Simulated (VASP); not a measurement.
Band structure of GdPd (space group Cmcm). Method: PBEsol GGA, VASP's PBE PAW potentials (set 64) (plane waves; VASP).

The 4f electrons are frozen in the core of the lanthanide potential, so 4f levels, which can set the real gap, and their magnetism are missing.

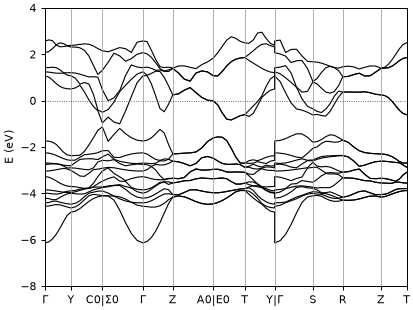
Figure: Bands along high-symmetry lines, zero at the valence-band maximum or, without a gap, the Fermi level

Task: Read the plot: is there a gap, and where are the band edges?

Result: It has no gap at this level: it comes out as a metal or semimetal. (Edges off the drawn lines would not show.)

The structure comes from a measured GdPd entry (Cmcm) of the Crystallography Open Database, whose conditions weren't checked. It was relaxed first.
